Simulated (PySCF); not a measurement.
**FH2SSi (SMILES F[SiH]S) at RPA/STO-3G**

What is the vertical doublet–quartet gap of FH2SSi at RPA/STO-3G? Input form: a Python script.

Program for the calculation: PySCF 2.14.0.

## (1) The structure to begin with

The species is FH2SSi (5 atoms), typed as a doublet with charge 0. As SMILES, `F[SiH]S`. Geometry: relaxed at PBE0-D4/def2-TZVP.

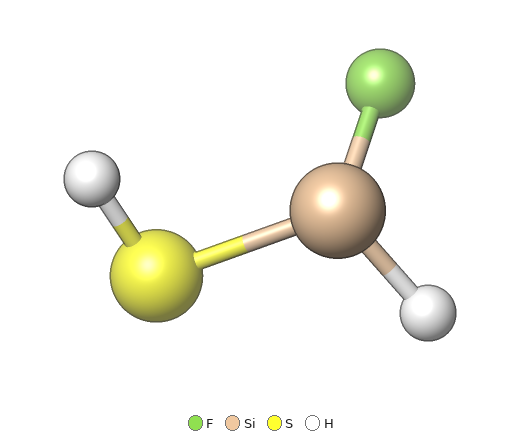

The structure, seen from a chosen angle (fluorine green, silicon light orange, sulfur yellow, hydrogen white).

## (2) A single-point energy at RPA/STO-3G

Contents of job.py:

```python
from pyscf import gto
from pyscf.gw.urpa import URPA

molecule = gto.Mole()
molecule.atom = [
    ('F', (-1.242300, -0.527200, 1.134200)),
    ('Si', (-0.629400, -0.168000, -0.303300)),
    ('S', (1.400700, 0.438500, -0.191800)),
    ('H', (-0.621800, -1.416500, -1.115500)),
    ('H', (1.142700, 1.599500, 0.435000)),
]
molecule.verbose = 3
molecule.spin = 1
molecule.charge = 0
molecule.basis = 'sto-3g'
molecule.max_memory = 1860
molecule.build()

mf = molecule.UHF()
mf.conv_tol = 1e-10
mf.kernel()
if not mf.converged:
    mf = mf.newton().run(mf.mo_coeff, mf.mo_occ)

rpa = URPA(mf, frozen=11)
rpa.kernel()
e_exx = mf.e_tot
energy = e_exx + rpa.e_corr
print('E(%s) = %.9f' % ('RPA', energy))
```

Launch:

```
$ OMP_NUM_THREADS=1 python job.py
```

What it wrote:

```text
converged SCF energy = -777.961251345805  <S^2> = 0.75374597  2S+1 = 2.0037425
E(URPA) = -777.703660149547  E_corr = -0.0946355762174142  E_hf = -777.609024573329
E(RPA) = -778.055886922
```

Run time: 1.1 s. Hardware: 1 thread of Arm Neoverse V1, shared host; peak memory 0.12 GiB.

## (3) The quartet at the same level

Contents of input.py:

```python
from pyscf import gto
from pyscf.gw.urpa import URPA

mol = gto.M(
    atom='''
F       -1.242300      -0.527200       1.134200
Si      -0.629400      -0.168000      -0.303300
S        1.400700       0.438500      -0.191800
H       -0.621800      -1.416500      -1.115500
H        1.142700       1.599500       0.435000
''',
    basis='sto-3g',
    charge=0,
    max_memory=1860,
    spin=3,
    verbose=3,
)

hf = mol.UHF()
hf.conv_tol = 1e-10
hf.kernel()
if not hf.converged:
    hf = hf.newton().run(hf.mo_coeff, hf.mo_occ)

rpa = URPA(hf, frozen=11)
rpa.kernel()
e_exx = hf.e_tot
etot = e_exx + rpa.e_corr
print(f'total energy: {etot:.8f} hartree')
```

Launch:

```
$ OMP_NUM_THREADS=1 python input.py
```

What it wrote:

```text
WARN: HOMO 0.255924835813228 >= LUMO -0.31151502121698

WARN: HOMO 0.119406578763791 >= LUMO 0.0803461198980356

converged SCF energy = -777.6613609086  <S^2> = 3.7601297  2S+1 = 4.0050616
E(URPA) = -777.388632378889  E_corr = -0.0806158111730349  E_hf = -777.308016567716
total energy: -777.74197672 hartree
```

Run time: 1.1 s. Hardware: 1 thread of Arm Neoverse V1, shared host; peak memory 0.12 GiB.

## (4) Summary of results

At RPA/STO-3G, 11 core orbitals frozen:

| quantity | value |
| --- | --- |
| doublet: total energy | -778.05589 Eh |
| doublet: dipole moment (Hartree–Fock density) | 1.60 D |
| doublet: HOMO energy (Hartree–Fock orbitals) (highest over α and β) | -6.00 eV |
| doublet: LUMO energy (Hartree–Fock orbitals) (lowest over α and β) | 5.44 eV |
| doublet: RPA correlation energy (valence) | -94.6 mEh |
| doublet: ⟨S²⟩ | 0.754 |
| quartet: total energy | -777.74198 Eh |
| quartet: dipole moment (Hartree–Fock density) | 3.93 D |
| quartet: RPA correlation energy (valence) | -80.6 mEh |
| quartet: ⟨S²⟩ | 3.760 |
| vertical energy of the quartet above the doublet | 8.542 eV |

**Reading.** At this shape the quartet lies 8.54 eV (824 kJ/mol) above the doublet. Mulliken charges (doublet) of the mean-field density run from -0.32 on F1 to +0.63 on Si2.
